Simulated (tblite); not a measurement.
**Run report: SiHCl$_{3}$, geometry relaxation**

The run: geometry relaxation of SiHCl$_{3}$ (Trichlorosilane), SMILES Cl[SiH](Cl)Cl. Method and program: GFN2-xTB geometry optimisation, gas phase (tblite 0.8.0).

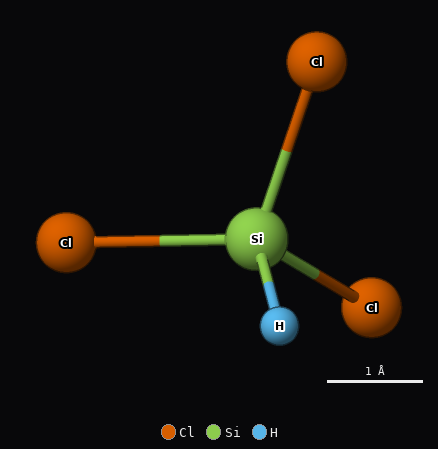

*The structure as given in the input (ball-and-stick view, seen at a tilt).*

**The input**
```
{"job": {"xc": "GFN2-xTB", "basis": "xTB", "kind": "relax"}, "charge": 0, "multiplicity": 1}
Cl    -1.454100    -1.379400    -0.505700
Si    -0.020700     0.001400     0.073700
Cl    -0.465600     1.875000    -0.554000
Cl     1.865800    -0.502000    -0.687300
H      0.109000     0.016500     1.604600
```

The first line tells a small driver script what to run in tblite; the rest is the geometry in Å.

Command:
```bash
OMP_NUM_THREADS=1 python <driver script> task.json out
```

**Output**
```
step      E/eV     max force
  0    -435.78560    1.249
  1    -435.84521    0.962
  2    -435.91944    0.931
  3    -435.93560    0.230
  4    -435.93773    0.135
  5    -435.93901    0.093
  6    -435.93946    0.091
  7    -435.94070    0.122
  8    -435.94128    0.093
  9    -435.94160    0.047
 10    -435.94167    0.017
 11    -435.94168    0.012
 12    -435.94169    0.011
 13    -435.94171    0.018
 14    -435.94173    0.025
 15    -435.94176    0.020
 16    -435.94177    0.007
 17    -435.94177    0.002
```

**Trajectory as extended XYZ (Å, eV, eV/Å), 12 frames, from step=0 to step=17**
```
5
Properties=species:S:1:pos:R:3:forces:R:3 step=0 energy=-435.78560
Cl   -1.4541   -1.3794   -0.5057    0.7150   0.6870   0.2390
Si   -0.0207    0.0014    0.0737    0.4340  -0.3730   0.5790
Cl   -0.4656    1.8750   -0.5540    0.0200  -0.4350   0.0790
Cl    1.8658   -0.5020   -0.6873   -1.0120   0.1890   0.3390
H     0.1090    0.0165    1.6046   -0.1580  -0.0670  -1.2370
5
Properties=species:S:1:pos:R:3:forces:R:3 step=1 energy=-435.84521
Cl   -1.4438   -1.3696   -0.5023    0.6140   0.5800   0.2100
Si   -0.0145   -0.0039    0.0820    0.3280  -0.2400   0.3700
Cl   -0.4653    1.8687   -0.5529    0.0190  -0.4120   0.0870
Cl    1.8513   -0.4993   -0.6825   -0.8330   0.1390   0.2840
H     0.1068    0.0155    1.5870   -0.1270  -0.0670  -0.9510
5
Properties=species:S:1:pos:R:3:forces:R:3 step=3 energy=-435.93560
Cl   -1.4087   -1.3366   -0.4902    0.1710   0.1440   0.0540
Si    0.0019   -0.0148    0.0948    0.0040   0.1030  -0.1130
Cl   -0.4645    1.8440   -0.5475   -0.0290  -0.1490   0.0350
Cl    1.8060   -0.4927   -0.6673   -0.1070  -0.0510   0.0210
H     0.0997    0.0115    1.5414   -0.0380  -0.0460   0.0030
5
Properties=species:S:1:pos:R:3:forces:R:3 step=4 energy=-435.93773
Cl   -1.4042   -1.3326   -0.4888    0.1040   0.0810   0.0270
Si    0.0027   -0.0139    0.0934    0.0000   0.1060  -0.0560
Cl   -0.4648    1.8404   -0.5466   -0.0440  -0.0760   0.0120
Cl    1.8019   -0.4930   -0.6661   -0.0270  -0.0690  -0.0110
H     0.0988    0.0106    1.5393   -0.0330  -0.0420   0.0280
5
Properties=species:S:1:pos:R:3:forces:R:3 step=6 energy=-435.93946
Cl   -1.3965   -1.3264   -0.4867    0.0140   0.0000  -0.0090
Si    0.0040   -0.0088    0.0912    0.0390   0.0440   0.0570
Cl   -0.4676    1.8354   -0.5459   -0.0650   0.0560  -0.0290
Cl    1.7981   -0.4968   -0.6660    0.0360  -0.0700  -0.0320
H     0.0964    0.0079    1.5387   -0.0240  -0.0300   0.0120
5
Properties=species:S:1:pos:R:3:forces:R:3 step=7 energy=-435.94070
Cl   -1.3904   -1.3222   -0.4859   -0.0080  -0.0150  -0.0160
Si    0.0068   -0.0012    0.0922    0.0710  -0.0410   0.0580
Cl   -0.4739    1.8353   -0.5472   -0.0560   0.1020  -0.0380
Cl    1.7987   -0.5045   -0.6684    0.0020  -0.0360  -0.0090
H     0.0932    0.0040    1.5405   -0.0090  -0.0100   0.0050
5
Properties=species:S:1:pos:R:3:forces:R:3 step=9 energy=-435.94160
Cl   -1.3853   -1.3192   -0.4860    0.0030   0.0000  -0.0090
Si    0.0123    0.0038    0.0951    0.0260  -0.0380  -0.0100
Cl   -0.4820    1.8398   -0.5499   -0.0140   0.0290  -0.0050
Cl    1.7995   -0.5131   -0.6710   -0.0230  -0.0010   0.0110
H     0.0901    0.0001    1.5430    0.0080   0.0100   0.0130
5
Properties=species:S:1:pos:R:3:forces:R:3 step=10 energy=-435.94167
Cl   -1.3851   -1.3192   -0.4862    0.0040   0.0020  -0.0080
Si    0.0132    0.0033    0.0953    0.0050  -0.0120  -0.0110
Cl   -0.4828    1.8408   -0.5502   -0.0050   0.0030   0.0040
Cl    1.7991   -0.5136   -0.6709   -0.0120  -0.0030   0.0070
H     0.0901    0.0001    1.5434    0.0080   0.0110   0.0080
5
Properties=species:S:1:pos:R:3:forces:R:3 step=12 energy=-435.94169
Cl   -1.3851   -1.3192   -0.4866    0.0020  -0.0010  -0.0080
Si    0.0134    0.0025    0.0949   -0.0060   0.0050   0.0030
Cl   -0.4829    1.8410   -0.5500   -0.0030  -0.0060   0.0070
Cl    1.7986   -0.5137   -0.6706    0.0010  -0.0070   0.0000
H     0.0905    0.0008    1.5436    0.0060   0.0090  -0.0020
5
Properties=species:S:1:pos:R:3:forces:R:3 step=13 energy=-435.94171
Cl   -1.3848   -1.3192   -0.4873   -0.0010  -0.0030  -0.0080
Si    0.0133    0.0022    0.0948   -0.0080   0.0100   0.0130
Cl   -0.4833    1.8409   -0.5496   -0.0030  -0.0060   0.0060
Cl    1.7982   -0.5142   -0.6703    0.0080  -0.0090  -0.0030
H     0.0911    0.0016    1.5437    0.0040   0.0070  -0.0080
5
Properties=species:S:1:pos:R:3:forces:R:3 step=15 energy=-435.94176
Cl   -1.3837   -1.3191   -0.4903   -0.0040  -0.0050  -0.0030
Si    0.0131    0.0021    0.0950   -0.0050   0.0090   0.0170
Cl   -0.4853    1.8406   -0.5478   -0.0010  -0.0010   0.0020
Cl    1.7973   -0.5169   -0.6696    0.0110  -0.0050  -0.0040
H     0.0932    0.0047    1.5440    0.0000   0.0010  -0.0120
5
Properties=species:S:1:pos:R:3:forces:R:3 step=17 energy=-435.94177
Cl   -1.3835   -1.3191   -0.4911   -0.0010   0.0000   0.0010
Si    0.0129    0.0025    0.0955    0.0000   0.0000   0.0000
Cl   -0.4860    1.8406   -0.5474    0.0000   0.0010   0.0010
Cl    1.7974   -0.5179   -0.6696    0.0010   0.0000   0.0000
H     0.0937    0.0054    1.5439    0.0000   0.0000  -0.0020
```

**Results in brief**

```csv
quantity,value
outcome,converged
total energy,−435.9418 eV
hardware,"1 CPU thread, shared host"
peak memory,0.17 GiB
```
